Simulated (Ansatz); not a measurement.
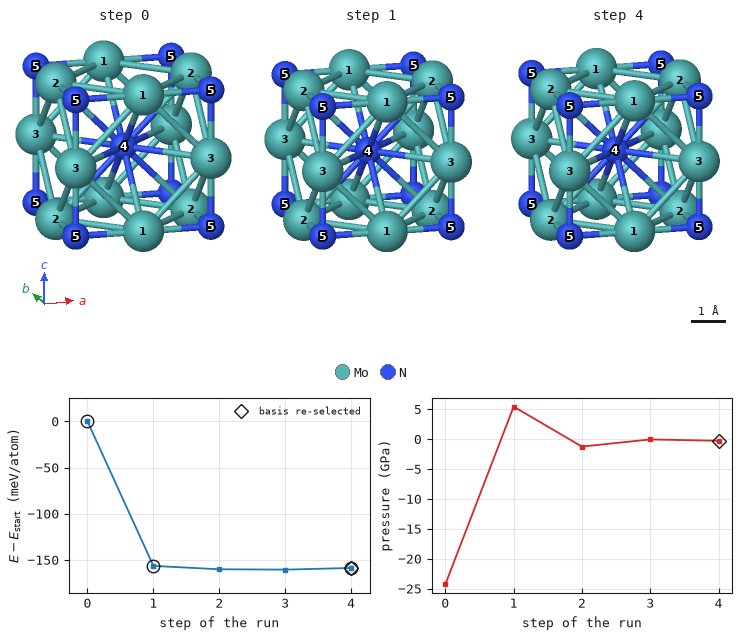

Frames of a relaxation of crystalline Mo₃N₂ (a generated structure, set up in Pm-3m) (coarse preliminary run), marked on the history of the run. A ball-and-stick model of the cell of the calculation, seen slightly off an axis.

Theory: DFT PBE, scalar-relativistic, plane waves, PAW (Ansatz). Settings: plane-wave cutoff 420 eV; k-point mesh 4 × 4 × 4; occupations gaussian; smearing width 0.1 eV; collinear spin; cell and atoms relaxed; force threshold 0.04 eV/Å; at most 70 steps.

> Describe the path.

Over 3 accepted moves (4 points after the start) the energy falls by 159 meV per atom. All forces vanish by symmetry, so only the cell relaxes. The pressure goes from −24.28 to −0.27 GPa. The SCF was repeated once at an unchanged geometry on a basis and grid sized afresh for the cell, which shifted the energy by 1.8 meV per atom at most. The atoms keep their places relative to the cell (all moves are under 0.005 Å). Cell: a = b = c 4.214 → 4.033 Å (−4.3 %). Volume −12.3 %. Near-neighbour distances that change, for instance: Mo1–Mo2 2.979 → 2.852 Å, Mo1–N4 2.979 → 2.852 Å, Mo1–N5 2.107 → 2.017 Å. The space group stays Pm-3m (No. 221). The program noted that the starting moments weren't kept. Cost: 19 s on 1 thread of Arm Neoverse V2, with other jobs on the host, peak memory 0.33 GiB. From step 0 to 1: volume −14.2 %, energy −156 meV per atom. From step 1 to 4: volume +2.2 %, energy −2.3 meV per atom.

Limits of the set-up: the k-point mesh is coarse for a cell with partly filled bands.
